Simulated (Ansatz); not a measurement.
BNH6: several calculations on one system

Part 1: Relaxation

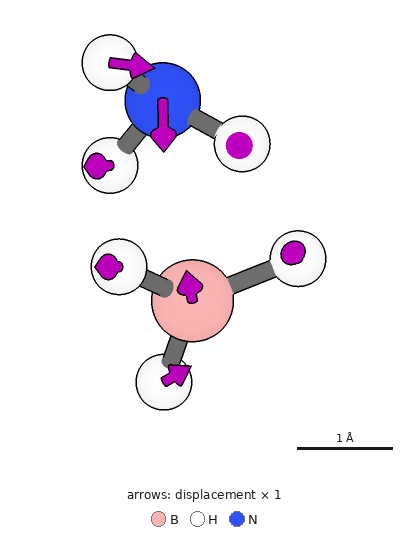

A relaxation of BNH₆. The starting structure is drawn; purple arrows show the displacements, at their true length. The two geometries are superimposed by the best rigid fit.

The picture is a ball-and-stick view, seen from a free direction.

The run prepares an end point of a later path (reaction) calculation, from a guessed geometry.

Theory: RKS r2SCANh-D4/def2-SVPD (Ansatz 0.2.0).

Input
```yaml
crystal:
  periodic: [false, false, false]
  atoms:
    - { symbol: B, position_ang: [0.027949, 0.248165, 0.015638] }
    - { symbol: H, position_ang: [-0.144078, 0.535, 1.16349] }
    - { symbol: H, position_ang: [1.143516, 0.217791, -0.429698] }
    - { symbol: H, position_ang: [-0.924545, 0.071131, -0.695893] }
    - { symbol: "N", position_ang: [0.007207, -2.238858, 1.163994] }
    - { symbol: H, position_ang: [-0.543191, -2.451577, 0.33941] }
    - { symbol: H, position_ang: [0.991457, -2.248154, 0.921235] }
    - { symbol: H, position_ang: [-0.242517, -1.297098, 1.519225] }
basis:
  gaussian: { orbitals: def2-SVPD }
hamiltonian:
  xc: r2scanh
  dispersion: d4
relax:
  f_tol: 0.03
  max_steps: 50
output:
  orbitals: {}
```

Launched with:
```bash
ansatz run input.yaml --threads 2 --pin off --max-ram 3072MiB --backend cpu --events-out ev --progress --plain --runs-dir out
```

What did the optimiser do to the structure, and how much energy did it gain?

Answer. The largest move after the best rigid fit is that of N5, 0.70 Å. By element the largest moves are N 0.70 Å, H 0.64 Å, B 0.41 Å. Near-neighbour distances that change, for instance: B1–N5 2.739 → 1.640 Å, B1–H2 1.196 → 1.220 Å, N5–H8 1.037 → 1.017 Å. New bonds form, among them: B1–N5 (2.74 → 1.64 Å). Among the angles between lasting bonds that change: H3–B1–H4 120.8° → 113.4°, H2–B1–H3 119.7° → 113.4°, H2–B1–H4 119.3° → 113.4°. Over 9 geometry steps the energy falls by 1.403 eV. The largest force component goes from 0.95 to 0.0082 eV/Å. Cost: 13 s on 2 threads of AMD EPYC 7R32 (Zen 2), on a shared host, peak memory 0.16 GiB.

Part 2: Relaxation

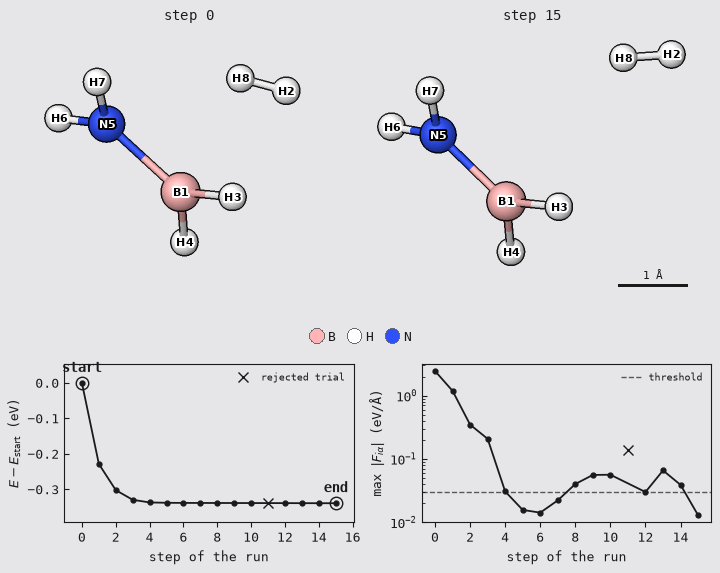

First and last geometry of a relaxation of BNH₆, with the history of the run. The picture is a ball-and-stick view, seen at a tilt.

The run prepares an end point of a later path (reaction) calculation, from a guessed geometry.

Level of theory: RKS r2SCANh-D4/def2-SVPD in Ansatz 0.2.0. (no spin polarisation; force threshold 0.03 eV/Å; at most 50 steps)

Read the history and describe the run.

Answer. It converged. The largest move after the best rigid fit is that of H2, 0.91 Å. By element the largest moves are H 0.91 Å, B 0.32 Å, N 0.26 Å. Some distances before and after: B1–N5 1.466 → 1.390 Å, H2–H8 0.717 → 0.757 Å. After 14 accepted moves (15 points after the start) the energy has fallen by 0.339 eV. Largest force component: 2.5 eV/Å at the start, 0.013 eV/Å at the end. The line search rejected the trial step at point 11 of the run. The forces were under the threshold at step 5, but the run went on from there. Cost: 20 s on 2 threads of AMD EPYC 7R32 (Zen 2), on a shared host, peak memory 0.17 GiB.

Part 3: Path

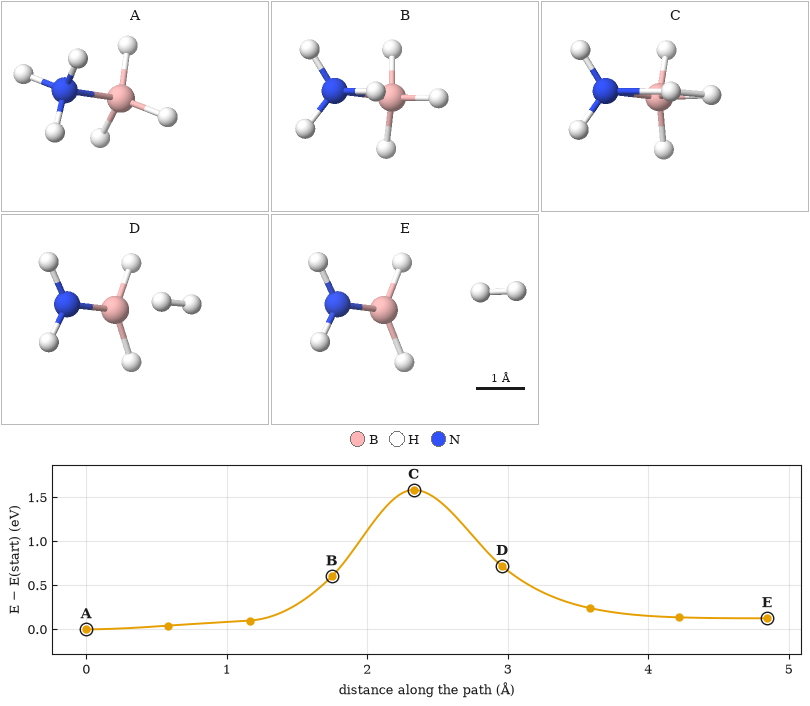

A nudged-elastic-band calculation for BNH₆. Images are numbered from 0 (start) to 8 (end). Frames A to E are images 0, 3, 4, 5, 8. Style: ball-and-stick. Shown from a free direction.

Level of theory: RKS r2SCANh-D4/def2-SVPD (Ansatz 0.2.0). Run with 7 movable images; climbing image; force threshold 0.03 eV/Å; iteration limit 60; starting path through a guess of the saddle point.

Question: Read off the barrier and say what moves.

Answer: The highest point, image 4, lies 1.59 eV above the start and 1.46 eV above the end; the end is at +0.13 eV relative to the start. Breaking: B–H (1.22 → 3.62 Å), H–N (1.02 → 3.25 Å). Forming: H–H (2.56 → 0.76 Å). The band converged in 13 iterations. The largest component of the band force went from 6.5 to 0.016 eV/Å. The climbing image converged on the top of the path. Its vibrational analysis gives one imaginary mode (1316i cm⁻¹), as a transition state must have.

Cost: 110 s on 2 threads of AMD EPYC 7R32 (Zen 2), on a shared host, peak memory 0.18 GiB.
